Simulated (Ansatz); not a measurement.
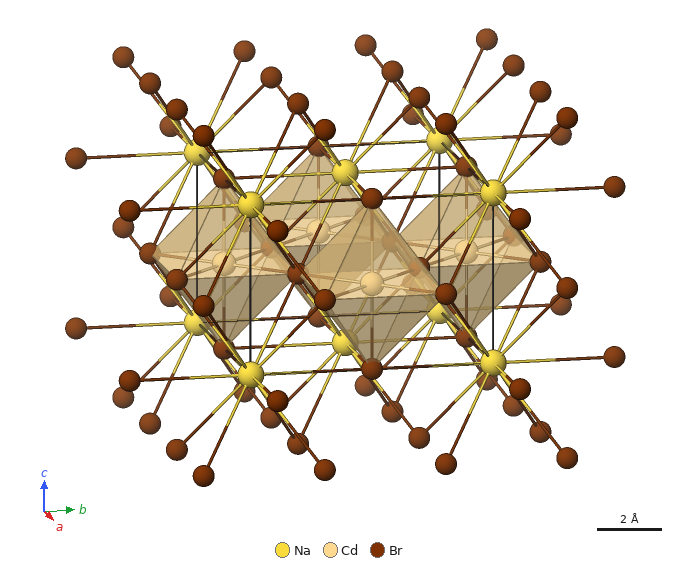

An orthographic polyhedral view of the structure, slightly off an axis. One conventional unit cell is framed, with atoms on its boundary repeated. Some atoms of the next cells are drawn as well.

NaCdBr₃, space group Cmmm (No. 65), a = 7.669 Å, b = 7.785 Å, c = 5.464 Å, α = 90.00°, β = 90.00°, γ = 90.00°. It derives from a structure type filled with these elements by a generator (whether the compound takes this form wasn't checked). The cell was then strained or its atoms displaced on purpose. An electronic-structure calculation with Ansatz was run on it.

This one geometry was computed with Ansatz (DFT, plane waves, PAW) at three levels of theory: PBE, r2SCAN and HSE06. It was relaxed with r2SCAN and then strained.

Q: How does the band gap change with the level of theory?

A: PBE: a gap of 0.83 eV, indirect; r2SCAN: a gap of 1.49 eV, indirect; HSE06: a gap of 1.97 eV, indirect.

Q: Collect the results in a table.

A:
| level | cutoff (eV) | k-mesh of the run's cell | gap (eV) | pressure (GPa) |
| --- | --- | --- | --- | --- |
| PBE | 420 | 6×6×6 | 0.83 | 0.8 |
| r2SCAN | 500 | 6×6×6 | 1.49 | 0.0 |
| HSE06 | 420 | 4×4×4 | 1.97 | 0.2 |

Gaps are taken on the k-mesh or band path of each run.
